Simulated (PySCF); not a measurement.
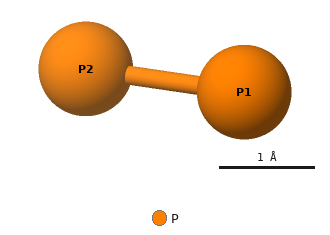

Figure 1. The structure (ball-and-stick view, seen at a tilt; atoms are numbered from 1 in the order of the input).

Run report: P2 (charge +2), single-point calculation

P2, charge +2, multiplicity 3, computed with ROHF/6-31g, eomee (PySCF 2.14.0).

### Input file
```python
from pyscf import gto, scf, cc

mol = gto.M(
    atom='P 0 0 0; P 0 0 1.806',
    basis='6-31g',
    charge=2,
    spin=2,
    verbose=4,
)
mf = scf.ROHF(mol)
mf.kernel()
mycc = cc.CCSD(mf)
mycc.kernel()
e = mycc.eeccsd(nroots=4)[0]
print('roots (eV) =', (e*27.211386).round(3))
mf.dip_moment()
print('orbital energies (hartree):', mf.mo_energy[..., max(0, mol.nelec[1]-3):mol.nelec[0]+3].round(4))
```

Run on 1 CPU thread, shared host.

Launched with:
```bash
OMP_NUM_THREADS=1 python input.py
```

### Log
```
PySCF version 2.14.0

[INPUT] verbose = 4
[INPUT] num. atoms = 2
[INPUT] num. electrons = 28
[INPUT] charge = 2
[INPUT] spin (= nelec alpha-beta = 2S) = 2
[INPUT] symmetry False subgroup None
[INPUT] Mole.unit = angstrom
[INPUT] Symbol           X                Y                Z      unit          X                Y                Z       unit  Magmom
[INPUT]  1 P      0.000000000000   0.000000000000   0.000000000000 AA    0.000000000000   0.000000000000   0.000000000000 Bohr   0.0
[INPUT]  2 P      0.000000000000   0.000000000000   1.806000000000 AA    0.000000000000   0.000000000000   3.412845380965 Bohr   0.0

nuclear repulsion = 65.9273933870432
number of shells = 14
number of NR pGTOs = 92
number of NR cGTOs = 26
basis = 6-31g
ecp = {}

******** <class 'pyscf.scf.rohf.ROHF'> ********
method = ROHF
initial guess = minao
damping factor = 0
level_shift factor = 0
DIIS = <class 'pyscf.scf.diis.CDIIS'>
diis_start_cycle = 1
diis_space = 8
diis_damp = 0
SCF conv_tol = 1e-09
SCF conv_tol_grad = None
SCF max_cycles = 50
direct_scf = True
direct_scf_tol = 1e-13
num. doubly occ = 13  num. singly occ = 2
Set gradient conv threshold to 3.16228e-05
init E= -681.582942526622
  HOMO = -0.278436156572336  LUMO = -0.0449129338386165  gap/eV = 6.35449
cycle= 1 E= -680.215177850554  delta_E= 1.37  |g|= 0.423  |ddm|= 1.35
  HOMO = -0.89779229231168  LUMO = -0.57981171899719  gap/eV = 8.65269
cycle= 2 E= -680.322517101632  delta_E= -0.107  |g|= 0.0529  |ddm|= 0.857
  HOMO = -0.807412144077837  LUMO = -0.508543628737265  gap/eV = 8.13263
cycle= 3 E= -680.323305169416  delta_E= -0.000788  |g|= 0.00604  |ddm|= 0.135
  HOMO = -0.805765077079496  LUMO = -0.506929532029404  gap/eV = 8.13173
cycle= 4 E= -680.323328168221  delta_E= -2.3e-05  |g|= 0.000778  |ddm|= 0.025
  HOMO = -0.805934214199684  LUMO = -0.507070026609521  gap/eV = 8.13251
cycle= 5 E= -680.323328734601  delta_E= -5.66e-07  |g|= 0.000107  |ddm|= 0.00316
  HOMO = -0.805939444925567  LUMO = -0.507079180966537  gap/eV = 8.13240
cycle= 6 E= -680.323328746619  delta_E= -1.2e-08  |g|= 8.16e-06  |ddm|= 0.000271
  HOMO = -0.805939011490881  LUMO = -0.507078823656605  gap/eV = 8.13240
cycle= 7 E= -680.323328746687  delta_E= -6.87e-11  |g|= 6.15e-07  |ddm|= 2.32e-05
  HOMO = -0.805939085757671  LUMO = -0.507078852064019  gap/eV = 8.13240
Extra cycle  E= -680.323328746688  delta_E= -2.27e-13  |g|= 1.57e-07  |ddm|= 1.7e-06
converged SCF energy = -680.323328746688

WARN: RCCSD method does not support ROHF method. ROHF object is converted to UHF object and UCCSD method is called.

******** <class 'pyscf.cc.uccsd.UCCSD'> ********
CC2 = 0
CCSD nocc = (np.int64(15), np.int64(13)), nmo = (26, 26)
max_cycle = 50
direct = 0
conv_tol = 1e-07
conv_tol_normt = 1e-06
diis_space = 6
diis_start_cycle = 0
diis_start_energy_diff = 1e+09
Init t2, MP2 energy = -0.120843624463651
Init E_corr(UCCSD) = -0.124462767056895
cycle = 1  E_corr(UCCSD) = -0.123524281511128  dE = 0.000938485546  norm(t1,t2) = 0.0763183
cycle = 2  E_corr(UCCSD) = -0.129722262660757  dE = -0.00619798115  norm(t1,t2) = 0.0310896
cycle = 3  E_corr(UCCSD) = -0.131738124261935  dE = -0.0020158616  norm(t1,t2) = 0.0173752
cycle = 4  E_corr(UCCSD) = -0.133142150156305  dE = -0.00140402589  norm(t1,t2) = 0.0067572
cycle = 5  E_corr(UCCSD) = -0.133061424079513  dE = 8.07260768e-05  norm(t1,t2) = 0.0019584
cycle = 6  E_corr(UCCSD) = -0.1330791364346  dE = -1.77123551e-05  norm(t1,t2) = 0.00040519
cycle = 7  E_corr(UCCSD) = -0.133078385128138  dE = 7.51306462e-07  norm(t1,t2) = 0.000151924
cycle = 8  E_corr(UCCSD) = -0.133078628704122  dE = -2.43575984e-07  norm(t1,t2) = 6.20165e-05
cycle = 9  E_corr(UCCSD) = -0.13307877606619  dE = -1.47362069e-07  norm(t1,t2) = 2.20006e-05
cycle = 10  E_corr(UCCSD) = -0.133079182507761  dE = -4.06441571e-07  norm(t1,t2) = 7.48542e-06
cycle = 11  E_corr(UCCSD) = -0.133078943751182  dE = 2.38756579e-07  norm(t1,t2) = 1.91853e-06
cycle = 12  E_corr(UCCSD) = -0.133078887589704  dE = 5.61614781e-08  norm(t1,t2) = 4.55752e-07
UCCSD converged
E(UCCSD) = -680.4564076342773  E_corr = -0.1330788875897039

******** <class 'pyscf.cc.eom_uccsd.EOMEESpinKeep'> ********
max_space = 20
max_cycle = 50
conv_tol = 1e-07
partition = None
EOM-CCSD root 0 E = 0.0004288763958665842  qpwt = 0.94119  conv = True

******** <class 'pyscf.cc.eom_uccsd.EOMEESpinFlip'> ********
max_space = 20
max_cycle = 50
conv_tol = 1e-07
partition = None
EOM-CCSD root 0 E = -2.819275111975994e-09  qpwt = 0.947893  conv = True
EOM-CCSD root 1 E = 0.01516517676090105  qpwt = 0.879859  conv = True
EOM-CCSD root 2 E = 0.04028152335328789  qpwt = 0.961666  conv = True
roots (eV) = [-0.     0.012  0.413  1.096]

WARN: System has nonzero charge 2; the dipole moment is origin-dependent.
Location of origin: [0. 0. 0.]

Dipole moment(X, Y, Z, Debye): -0.00000,  0.00000,  8.67459
orbital energies (hartree): [-1.5676 -1.1409 -0.95   -0.817  -0.8059 -0.5071 -0.4882 -0.2612]
```

### Key numbers

- outcome: converged
- SCF energy: −680.323329 hartree
- wall time: 7.4 s

Notes on the run: RCCSD method does not support ROHF method.
